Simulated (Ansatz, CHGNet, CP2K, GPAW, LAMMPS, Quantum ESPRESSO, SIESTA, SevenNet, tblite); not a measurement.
## Quantum ESPRESSO on glassy 40SiO2-28Al2O3-16Li2O-16SrO (mol %) (85 atoms): settings against a plane-wave reference

How near does Quantum ESPRESSO come to plane waves for glassy 40SiO2-28Al2O3-16Li2O-16SrO (mol %) (85 atoms)?

Calculated with Quantum ESPRESSO 7.5; the method is named at each step.

## Step 1: The structure

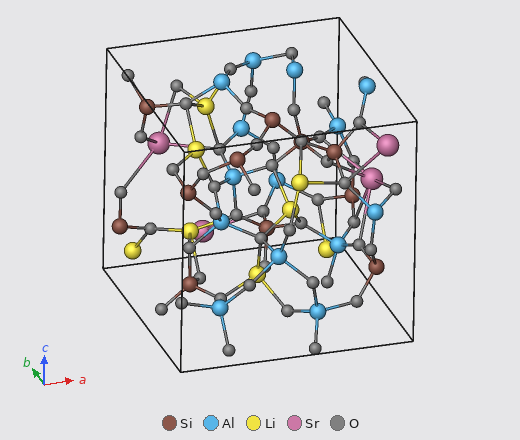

Start, viewed slightly off an axis; silicon brown, aluminium blue, lithium yellow, strontium pink, oxygen grey. Some periodic images of atoms are drawn too.

The cell holds 85 atoms: 10 Si, 14 Al, 8 Li, 4 Sr and 49 O. Its edges and angles: a = 10.152 Å, b = 10.152 Å, c = 10.152 Å, α = 90.0°, β = 90.0°, γ = 90.0°. 85 atoms (10 Si, 14 Al, 8 Li, 4 Sr, 49 O) placed at random at 2.93 g/cm³, melted at 4000 K for 10 ps at fixed volume with the Morse and Coulomb pair potential with partial charges (Pedone, Malavasi, Menziani, Cormack and Segre, J. Phys. Chem. B 110, 11780 (2006)). Quenched from 4000 K to 300 K at 6 K/ps and fixed volume, held 5 ps, then minimised at fixed cell.

The yardstick, on the same geometry:

```
method                                           : Kohn-Sham DFT, PBE, PAW, plane waves (Ansatz 0.2.0); cutoff 420 eV, Γ point, fermi-dirac smearing of 0.05 eV; PAW set soft_2
r.m.s. force component                           : 0.7358 eV/Å
longest force                                    : 2.917 eV/Å
pressure                                         : 4.29 GPa
gap (highest filled to lowest empty level) : 3.667 eV
SCF cycles                                       : 9
time                                             : 5.9 s on 8 threads of Arm Neoverse V2, shared host
CPU time                                         : 41 s
```

## Step 2: PBE, sssp-1.3.0-efficiency, 60/480 Ry

Method: Kohn-Sham DFT, PBE, SSSP efficiency 1.3.0 pseudopotentials, plane waves.

The input, pw.in:

```
&control
  calculation = 'scf'
  pseudo_dir = './pseudo'
  outdir = './tmp'
  disk_io = 'none'
  tprnfor = .true.
  tstress = .true.
/
&system
  ibrav = 0
  nat = 85
  ntyp = 5
  ecutwfc = 60
  ecutrho = 480
  nosym = .true.
  occupations = 'smearing'
  smearing = 'fd'
  degauss = 0.003675
/
&electrons
  conv_thr = 4.3e-07
  electron_maxstep = 100
  mixing_beta = 0.4
  mixing_mode = 'plain'
  diagonalization = 'david'
/
ATOMIC_SPECIES
Si 28.085 Si.upf
Al 26.982 Al.upf
Li 6.940 Li.upf
Sr 87.620 Sr.upf
O 15.999 O.upf
CELL_PARAMETERS angstrom
10.15170 0.00000 0.00000
0.00000 10.15170 0.00000
0.00000 0.00000 10.15170
ATOMIC_POSITIONS crystal
Si 0.75706 0.32435 0.74161
Si 0.11876 0.28916 0.66301
Si 0.19136 0.46030 0.15665
Si 0.27031 0.12093 0.87191
Si 0.90786 0.20996 0.25280
Si 0.08655 0.73274 0.84905
Si 0.99995 0.79697 0.28788
Si 0.71011 0.59982 0.66480
Si 0.49346 0.33996 0.91758
Si 0.59145 0.67399 0.25477
Al 0.94300 0.46752 0.94742
Al 0.30347 0.40753 0.44956
Al 0.68605 0.63338 0.97838
Al 0.47117 0.16583 0.38202
Al 0.64041 0.15722 0.11237
Al 0.84674 0.51848 0.21573
Al 0.56611 0.94345 0.58459
Al 0.44056 0.66725 0.51177
Al 0.22421 0.17356 0.17984
Al 0.37242 0.63387 0.96895
Al 0.93897 0.81962 0.60087
Al 0.72958 0.96033 0.31735
Al 0.86665 0.11696 0.55115
Al 0.59505 0.89263 0.91202
Li 0.24208 0.56061 0.71390
Li 0.26281 0.67930 0.28474
Li 0.89613 0.80438 0.05298
Li 0.11009 0.95217 0.08834
Li 0.45977 0.39843 0.19309
Li 0.37026 0.82262 0.76915
Li 0.54841 0.14173 0.71860
Li 0.61596 0.45004 0.44040
Sr 0.22546 0.98377 0.54641
Sr 0.89596 0.05736 0.87895
Sr 0.39661 0.91037 0.15643
Sr 0.98815 0.52102 0.49470
O 0.70217 0.93233 0.48266
O 0.27653 0.58676 0.11304
O 0.45654 0.66613 0.33741
O 0.70550 0.57680 0.30763
O 0.93459 0.98456 0.63026
O 0.85332 0.12505 0.37805
O 0.80449 0.52388 0.05057
O 0.00124 0.79556 0.44300
O 0.61376 0.32342 0.81225
O 0.23634 0.08691 0.02623
O 0.32071 0.55288 0.53808
O 0.14902 0.19432 0.78988
O 0.06254 0.43860 0.07108
O 0.43401 0.82675 0.56309
O 0.55875 0.29956 0.05956
O 0.86870 0.33962 0.85266
O 0.05881 0.17547 0.22377
O 0.88511 0.36588 0.28246
O 0.82103 0.69929 0.62471
O 0.23646 0.68207 0.86669
[... 25 atom lines left out ...]
O 0.58559 0.60582 0.57239
O 0.58975 0.03352 0.00993
O 0.23810 0.28644 0.55357
O 0.30367 0.99861 0.78829
K_POINTS gamma
```

The run is started by

```console
> OMP_NUM_THREADS=1 mpirun -np 4 pw.x -in pw.in > output.txt
```

The log of the run:

```text
Program PWSCF
     gamma-point specific algorithms are used
     one sub-group per band group will be used
     scalapack distributed-memory algorithm (size of sub-group:  2*  2 procs)
     Parallelization info
     sticks:   dense  smooth     PW     G-vecs:    dense   smooth      PW
     Min        3511    1756    437               313520   110796   13863
     Max        3516    1760    440               313524   110800   13868
     Sum       14053    7033   1757              1254089   443191   55467
     bravais-lattice index     =            0
     lattice parameter (alat)  =      19.1839  a.u.
     unit-cell volume          =    7060.1337 (a.u.)^3
     number of atoms/cell      =           85
     number of atomic types    =            5
     number of electrons       =       440.00
     number of Kohn-Sham states=          264
     kinetic-energy cutoff     =      60.0000  Ry
     charge density cutoff     =     480.0000  Ry
     scf convergence threshold =      4.3E-07
     mixing beta               =       0.4000
     number of iterations used =            8  plain     mixing
     Exchange-correlation= SLA  PW   PBX  PBC
                           (   1   4   3   4   0   0   0)
     crystal axes: (cart. coord. in units of alat)
               a(1) = (   1.000000   0.000000   0.000000 )
               a(2) = (   0.000000   1.000000   0.000000 )
               a(3) = (   0.000000   0.000000   1.000000 )
     reciprocal axes: (cart. coord. in units 2 pi/alat)
               b(1) = (  1.000000  0.000000  0.000000 )
               b(2) = (  0.000000  1.000000  0.000000 )
               b(3) = (  0.000000  0.000000  1.000000 )
     PseudoPot. # 1 for Si:
     Pseudo is Ultrasoft + core correction, Zval =  4.0
     PseudoPot. # 2 for Al:
     Pseudo is Projector augmented-wave + core cor, Zval =  3.0
     PseudoPot. # 3 for Li:
     Pseudo is Ultrasoft, Zval =  3.0
     PseudoPot. # 4 for Sr:
     Pseudo is Ultrasoft + core correction, Zval = 10.0
     PseudoPot. # 5 for O :
     Pseudo is Projector augmented-wave + core cor, Zval =  6.0
     atomic species   valence    mass     pseudopotential
     Si                4.00    28.08500     Si( 1.00)
     Al                3.00    26.98200     Al( 1.00)
     Li                3.00     6.94000     Li( 1.00)
     Sr               10.00    87.62000     Sr( 1.00)
     O                 6.00    15.99900     O ( 1.00)
     No symmetry found
   Cartesian axes
     number of k points=     1  Fermi-Dirac smearing, width (Ry)=  0.0037
                       cart. coord. in units 2pi/alat
        k(    1) = (   0.0000000   0.0000000   0.0000000), wk =   2.0000000
     Dense  grid:   627045 G-vectors     FFT dimensions: ( 135, 135, 135)
     Smooth grid:   221596 G-vectors     FFT dimensions: (  96,  96,  96)
     Initial potential from superposition of free atoms
     starting charge     436.2217, renormalised to     440.0000
     negative rho (up, down):  2.568E-01 0.000E+00
     Starting wfcs are  384 randomized atomic wfcs
     Self-consistent Calculation
     iteration #  1     ecut=    60.00 Ry     beta= 0.40
     negative rho (up, down):  2.563E-01 0.000E+00
     total energy              =   -3110.59150947 Ry
     estimated scf accuracy    <      19.26632299 Ry
     iteration #  2     ecut=    60.00 Ry     beta= 0.40
     negative rho (up, down):  2.586E-01 0.000E+00
     total energy              =   -3115.10978947 Ry
     estimated scf accuracy    <       0.87942430 Ry
     iteration #  3     ecut=    60.00 Ry     beta= 0.40
     negative rho (up, down):  2.625E-01 0.000E+00
     total energy              =   -3115.16008922 Ry
     estimated scf accuracy    <       0.34201122 Ry
     iteration #  4     ecut=    60.00 Ry     beta= 0.40
     negative rho (up, down):  2.644E-01 0.000E+00
     total energy              =   -3115.20640268 Ry
     estimated scf accuracy    <       0.05500379 Ry
     iteration #  5     ecut=    60.00 Ry     beta= 0.40
     negative rho (up, down):  2.644E-01 0.000E+00
     total energy              =   -3115.20474125 Ry
     estimated scf accuracy    <       0.01038807 Ry
     iteration #  6     ecut=    60.00 Ry     beta= 0.40
[...]
total energy              =   -3115.20745657 Ry
     estimated scf accuracy    <       0.00057629 Ry
     iteration #  7     ecut=    60.00 Ry     beta= 0.40
[...]
total energy              =   -3115.20763007 Ry
     estimated scf accuracy    <       0.00009717 Ry
     iteration #  8     ecut=    60.00 Ry     beta= 0.40
[...]
total energy              =   -3115.20763460 Ry
     estimated scf accuracy    <       0.00002948 Ry
     iteration #  9     ecut=    60.00 Ry     beta= 0.40
[...]
total energy              =   -3115.20764593 Ry
     estimated scf accuracy    <       0.00000989 Ry
     iteration # 10     ecut=    60.00 Ry     beta= 0.40
[...]
total energy              =   -3115.20764720 Ry
     estimated scf accuracy    <       0.00000104 Ry
     iteration # 11     ecut=    60.00 Ry     beta= 0.40
     negative rho (up, down):  2.640E-01 0.000E+00
     End of self-consistent calculation
          k = 0.0000 0.0000 0.0000 ( 27734 PWs)   bands (ev):
   -39.9304 -39.7309 -39.5093 -39.4326 -39.3073 -38.9515 -38.7477 -38.6601
   -29.8329 -29.5811 -29.4056 -29.1806 -15.5577 -15.1231 -14.7941 -14.7470
   -14.6160 -14.4406 -14.3884 -14.3326 -14.1920 -14.0560 -13.8812 -13.8719
   -13.7360 -13.6388 -13.5443 -13.4725 -13.4512 -13.4200 -13.3864 -13.3004
   -13.2445 -13.2316 -13.2200 -13.1371 -13.0822 -13.0475 -13.0211 -12.9550
   -12.9229 -12.9076 -12.8620 -12.8421 -12.7665 -12.7287 -12.7079 -12.6594
[...]
11.0928  11.1705  11.2126  11.2632  11.3363  11.4337  11.4969  11.6470
    11.6765  11.7099  11.8020  11.9245  12.0073  12.1506  12.2324  12.2412
    12.3203  12.3617  12.4311  12.4809  12.6115  12.7014  12.7300  12.7782
     the Fermi energy is     6.5646 ev
!    total energy              =   -3115.20764771 Ry
     estimated scf accuracy    <       0.00000017 Ry
     smearing contrib. (-TS)   =      -0.00000000 Ry
     internal energy E=F+TS    =   -3115.20764771 Ry
     The total energy is F=E-TS. E is the sum of the following terms:
     one-electron contribution =    -854.57591656 Ry
     hartree contribution      =     663.71330902 Ry
     xc contribution           =    -573.37656194 Ry
     ewald contribution        =   -1399.93143958 Ry
     one-center paw contrib.   =    -951.03703864 Ry
     convergence has been achieved in  11 iterations
     negative rho (up, down):  2.640E-01 0.000E+00
     Forces acting on atoms (cartesian axes, Ry/au):
     atom    1 type  1   force =     0.00452573    0.04397501    0.03493745
     atom    2 type  1   force =     0.03094440   -0.01053565   -0.02899501
     atom    3 type  1   force =     0.00290347   -0.02559226    0.01496504
     atom    4 type  1   force =    -0.00932783    0.05447786   -0.00574321
     atom    5 type  1   force =    -0.00688603    0.01235073   -0.01161806
     atom    6 type  1   force =    -0.03728384   -0.00441361    0.05418643
[...]
atom   83 type  5   force =    -0.01260220   -0.01276620   -0.00549078
     atom   84 type  5   force =     0.03039755   -0.03802234   -0.01346167
     atom   85 type  5   force =     0.02376869   -0.09407308   -0.06837526
     Total force =     0.470952     Total SCF correction =     0.001081
     Computing stress (Cartesian axis) and pressure
     negative rho (up, down):  2.640E-01 0.000E+00
          total   stress  (Ry/bohr**3)                   (kbar)     P=       46.18
   0.00026110  -0.00004435   0.00000117           38.41       -6.52        0.17
  -0.00004435   0.00035394   0.00006286           -6.52       52.07        9.25
   0.00000117   0.00006286   0.00032674            0.17        9.25       48.07
     Message from routine punch:
     Nothing written, as per user request (disk_io='none')
```

Run time: 2.4 min. Hardware: 4 MPI ranks of Arm Neoverse V2, shared host; peak memory 3.1 GiB; 9.5 min of CPU time.

Banners, paths, timers and routine set-up lines are dropped from the logs unmarked, and long logs keep their key lines alone; longer cuts are marked.

Numbers from this run, and their distance from the reference:

- r.m.s. force component: 0.7583 eV/Å
- r.m.s. difference of force components: 30.17 meV/Å
- longest difference of force vectors: 134.9 meV/Å
- force difference over r.m.s. force: 4.1 %
- slope of forces against the reference's: 1.03
- correlation of force components: 0.9996
- gap (highest filled to lowest empty level): 3.671 eV
- gap difference: 0.0042 eV
- pressure: 4.618 GPa
- pressure difference: 0.3278 GPa

Length of the force difference by element (eV/Å):

| element | atoms | mean | most |
| --- | --- | --- | --- |
| Al | 14 | 0.043 | 0.090 |
| Li | 8 | 0.0026 | 0.0043 |
| O | 49 | 0.056 | 0.13 |
| Si | 10 | 0.033 | 0.070 |
| Sr | 4 | 0.0036 | 0.0051 |

Levels nearest the highest filled one (eV from it): -0.81, -0.73, -0.67, -0.63, -0.59, -0.46, -0.38, -0.36, -0.33, -0.28, -0.08, 0.00, 3.67, 4.81, 5.19, 5.27, 5.38, 5.42, 5.58, 5.65, 5.73, 5.79, 5.89, 5.93.

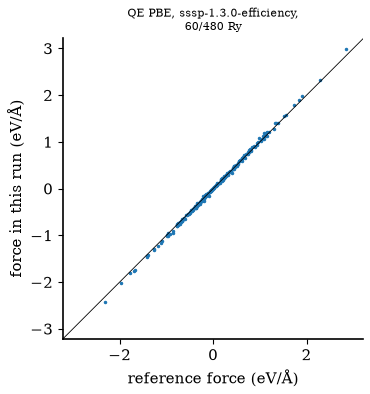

Force components against those of the reference; the line marks equality.

A closer look about O85, which bears the longest force: 11 atoms, nearest first, numbered in the order of the input, with positions taken from that point.

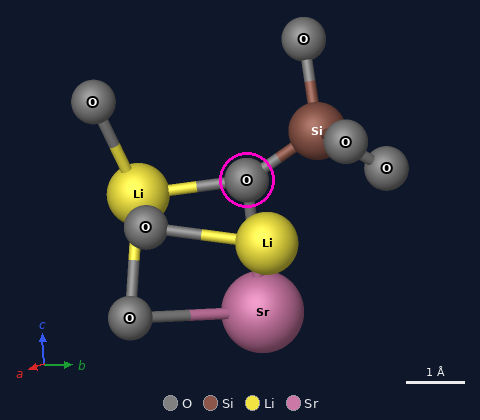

The atoms of the table, within 3.2 Å (arrows a, b, c point along x, y, z); some may hide others; the central atom is ringed.

| atom | x | y | z | distance (Å) | bonds | Fx | Fy | Fz (eV/Å) |
| --- | --- | --- | --- | --- | --- | --- | --- | --- |
| O85 | 0.00 | 0.00 | 0.00 | 0.00 | 3 | 0.61 | -2.42 | -1.76 |
| Si4 | -0.34 | 1.24 | 0.85 | 1.54 | 4 | -0.24 | 1.40 | -0.15 |
| Li30 | 0.68 | -1.79 | -0.19 | 1.92 | 4 | -0.04 | 0.51 | 0.42 |
| O48 | -1.57 | 1.99 | 0.02 | 2.53 | 3 | -0.74 | -0.77 | 1.06 |
| Sr33 | -0.79 | -0.15 | -2.46 | 2.59 | 8 | 0.21 | 0.51 | 0.43 |
| O77 | 0.87 | 2.32 | 0.87 | 2.62 | 3 | 0.60 | 0.22 | -0.51 |
| O46 | -0.68 | 0.90 | 2.42 | 2.67 | 4 | -0.55 | -1.00 | 1.03 |
| Li31 | 2.48 | 1.45 | -0.71 | 2.96 | 5 | -0.14 | 0.23 | 0.22 |
| O80 | 1.60 | -2.16 | 1.58 | 3.12 | 4 | -1.11 | -0.16 | 0.10 |
| O69 | 3.05 | -0.60 | -0.39 | 3.13 | 3 | 0.01 | 0.83 | -0.21 |
| O50 | 1.32 | -1.74 | -2.29 | 3.17 | 4 | -1.45 | 1.08 | 0.69 |

Forces lie 4.1 % from the reference's, at 14 times its CPU time (on 4 against 8 cores).

## Step 3: Summary of results

```
force difference from the reference : QE PBE, sssp-1.3.0-efficiency, 60/480 Ry, 4.1 %
its CPU time                        : 9.5 min
```

PBE on plane waves or a grid with other potentials, cutoffs or grids differs from the reference by 4.1 % (QE PBE, sssp-1.3.0-efficiency, 60/480 Ry) of the r.m.s. force; this holds the reference's own error, so differences of a few per cent don't tell which side is nearer the exact PBE result (QE's 60 Ry are 816 eV, against the reference's 420 eV). PBE gaps agree with the reference's 3.67 eV within 0.005 eV. The quench rate of 6 K/ps is many orders above laboratory rates, so the cell is likely richer in defects and strain than a real sample. The network of bonds at the start is that of the classical potential that made the cell, and needn't be the one that DFT or experiment would give. The reference's pressure of 4.3 GPa belongs to a cell and atoms that aren't relaxed at this level. The electronic-structure runs sample only Γ, in a cell whose shortest periodic width is 10 Å.

[Also dropped from logs without a mark: logging warnings of Python, and SIESTA's first energy breakdown and zero terms.]

[Logs are printed without paths, hosts, clocks, repeated set-up lines and the standing remarks that a program may print on its own settings, such as how far it seeks lower states.]

[Hosts, paths, dates, database ids (printed as entryN), source tags and the programs' standing remarks are cut or masked in the printed files.]
